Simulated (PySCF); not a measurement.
Input

```
{"job": {"kind": "uv", "xc": "wB97X-D", "basis": "def2-SVPD", "nstates": 8, "ntriplets": 3}, "charge": 0, "multiplicity": 1}
C     -2.153583     1.247667     1.220927
C     -1.777236     0.253527     0.418853
C     -2.740426    -0.654264    -0.288088
C     -0.405281    -0.011463     0.181085
C      0.758479    -0.256350    -0.044165
Si     2.547577    -0.621252    -0.349100
B      3.664570     0.386578     0.932838
F      4.604754    -0.221601     1.625869
H     -1.434821     1.880048     1.713764
H     -3.193453     1.457602     1.406607
H     -3.767113    -0.379625    -0.059551
H     -2.571284    -1.686774     0.015801
H     -2.586020    -0.597278    -1.364886
H      2.665409    -2.088638    -0.285915
H      2.798839    -0.242614    -1.754218
H      3.581991     1.543383     1.153737
```

Launched as:

```sh
OMP_NUM_THREADS=1 python probes_run.py task.json out
```

Geometry: GFN2-xTB.

Theory: wB97X-D/def2-SVPD, SCF density, gas phase (PySCF).

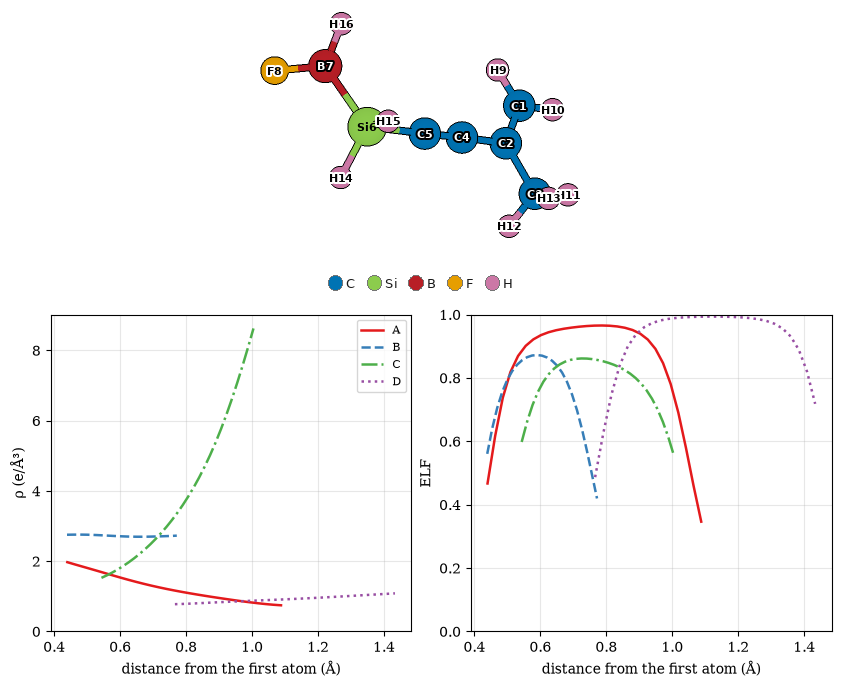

C5H8BFSi (SMILES C=C(C)C#C[SiH2]BF). Electron density and electron localisation function along straight lines between neighbouring atoms. The curves leave out the atomic cores. The structure is drawn too.

Q: Which curve belongs to which contact (B–F, C–C, C–Si and Si–B)? The first atom named is at distance zero.

A: Curve A: C–Si (1.85 Å): the density is about 0.92 e/Å³ at the midpoint; the ELF peaks at about 0.95 between the atoms, as expected for localised, covalent bonding. Curve B: C–C (1.21 Å): the density is about 2.7 e/Å³ at the midpoint; the ELF peaks at about 0.85 between the atoms: a short, multiple covalent bond. Curve C: B–F (1.32 Å): ρ at the midpoint is about 2.2 e/Å³; the ELF peaks at about 0.85 between the atoms (a polar covalent bond). Curve D: Si–B (1.98 Å): ρ at the midpoint is about 0.87 e/Å³; the ELF peaks at about 1 between the atoms; a shared electron pair.
